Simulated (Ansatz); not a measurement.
# CH3NaS (SMILES C[S][Na]): MP2/def2-SVPD

What is the energy change on altering one bond length of CH3NaS at MP2/def2-SVPD? 

Program for the calculation: Ansatz 0.2.0.

22 further runs of the same task are left out: 22 set aside as unsound or not needed.

## (1) Starting point

CH3NaS has 6 atoms, charge 0, and is taken as a singlet. As SMILES, `C[S][Na]`. Geometry: relaxed at PBE0-D4/def2-TZVP.

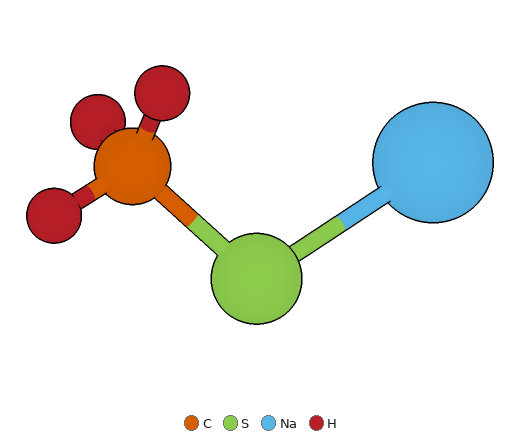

Viewed from a chosen angle; carbon orange, sulfur green, sodium blue, hydrogen red.

## (2) A single-point energy at MP2/def2-SVPD

File job.yaml:

```yaml
basis:
  gaussian:
    orbitals: def2-SVPD
crystal:
  periodic: [false, false, false]
  atoms:
    - {symbol: C, position_ang: [-0.413100, 0.331700, -0.391900]}
    - {symbol: S, position_ang: [-0.168900, -1.222400, 0.527100]}
    - {symbol: Na, position_ang: [2.035300, -1.083000, 1.651500]}
    - {symbol: H, position_ang: [-1.385700, 0.292700, -0.886900]}
    - {symbol: H, position_ang: [0.344900, 0.476700, -1.165000]}
    - {symbol: H, position_ang: [-0.412500, 1.204300, 0.265200]}
total_charge: 0
correlation:
  method: mp2
  frozen_orbitals: {C: 1, H: 0, Na: 1, S: 5}
accuracy: high
```

The run is started by

```sh
ansatz run job.yaml --threads 1 --pin off --max-ram 2610MiB --events-out events.jsonl --progress --plain --runs-dir runs
```

Log:

```text
Warning: RAYON_NUM_THREADS=1 ignored (pool sized by the plan → 1); use --threads N
Functional definition: HF
  name "HF"
  exchange = exact_x
  correlation = 0
1736 factors; integrals over basis functions are off by at most 3.6e-9 eV
mean field evaluation 1: about -16293.1428 eV, gradient 2.0e1 eV
mean field evaluation 2: about -16293.1533 eV, gradient 2.0e1 eV
mean field evaluation 4: about -16294.5719 eV, gradient 1.7e0 eV
mean field evaluation 8: about -16294.5867 eV, gradient 3.5e-2 eV
mean field -16294.58666929 eV, -598.8150152287 hartree, gradient 1.8e-8 eV, S^2 0.000000; 0 other end points of the search recorded, 0 dependent functions left out
7 core orbitals not correlated: weight in the atoms' cores, before any rotation towards them, 1.000 or more for the frozen orbitals, at most 0.000 for the correlated occupied ones
reference -16294.58666929 eV, -598.8150152287 hartree; 11, 11 occupied and 71, 71 virtual orbitals, 1736 factors
second order -8.34837497 eV of doubles, -0.00000000 eV of singles
Total energy: -16302.93504425 eV, -599.1218123500 hartree
```

Run time: 2.1 s. Hardware: 1 thread of Intel Xeon Platinum 8375C at 2.90GHz (Ice Lake), shared host; peak memory 0.23 GiB.

## (3) The distorted shape, same level

File job.yaml:

```yaml
crystal:
  periodic: [false, false, false]
  atoms:
    - {symbol: C, position_ang: [-3.058172, 0.164418, -1.741196]}
    - {symbol: S, position_ang: [-2.813972, -1.389682, -0.822196]}
    - {symbol: Na, position_ang: [2.035300, -1.083000, 1.651500]}
    - {symbol: H, position_ang: [-4.030772, 0.125418, -2.236196]}
    - {symbol: H, position_ang: [-2.300172, 0.309418, -2.514296]}
    - {symbol: H, position_ang: [-3.057572, 1.037018, -1.084096]}
basis:
  gaussian:
    orbitals: def2-SVPD
correlation:
  method: mp2
  frozen_orbitals: {C: 1, H: 0, Na: 1, S: 5}
accuracy: high
```

The run is started by

```sh
ansatz run job.yaml --threads 1 --pin off --max-ram 2610MiB --events-out events.jsonl --progress --plain --runs-dir runs
```

Log, cut to the lines that bear on the results:

```text
Warning: RAYON_NUM_THREADS=1 ignored (pool sized by the plan → 1); use --threads N
[... 2 set-up lines as earlier in the session ...]
[...]
1697 factors; integrals over basis functions are off by at most 3.2e-9 eV
[...]
mean field -16291.85180307 eV, -598.7145107489 hartree, gradient 2.2e-8 eV, S^2 0.000000; 2 other end points of the search recorded, 0 dependent functions left out; unrestricted orbitals would lower it
[...]
unrestricted determinant -16293.19428887 eV, -598.7638461922 hartree, S^2 1.0058
7 core orbitals not correlated: weight in the atoms' cores, before any rotation towards them, 1.000 or more for the frozen orbitals, at most 0.000 for the correlated occupied ones
reference -16291.85180307 eV, -598.7145107489 hartree; 11, 11 occupied and 71, 71 virtual orbitals, 1697 factors
second order -8.52792549 eV of doubles, -0.00000000 eV of singles
Total energy: -16300.37972856 eV, -599.0279062302 hartree
```

Run time: 3.9 s. Hardware: 1 thread of Intel Xeon Platinum 8375C at 2.90GHz (Ice Lake), shared host; peak memory 0.26 GiB.

## (4) Outcome

At MP2/def2-SVPD, 7 core orbitals frozen:

| quantity | value |
| --- | --- |
| first shape: total energy | -599.12181 Eh |
| first shape: correlation energy (7 core orbitals frozen) | -306.8 mEh |
| distorted shape: total energy | -599.02791 Eh |
| distorted shape: correlation energy (7 core orbitals frozen) | -313.4 mEh |
| energy change with the S2–Na3 bond stretched from 2.478 to 5.452 Å | 2.555 eV |

What this shows: One bond (distorted shape) is far stretched, which a spin-restricted single reference describes badly; perturbation theory on it can break down and give far too much correlation. With the S2–Na3 bond stretched from 2.478 to 5.452 Å the energy rises by 2.56 eV (247 kJ/mol). The first shape isn't relaxed at this level, so the change isn't measured from a minimum. A restricted reference can't describe the breaking bond well at this length. The restricted solution (distorted shape) is unstable to spin breaking: an unrestricted one lies lower.
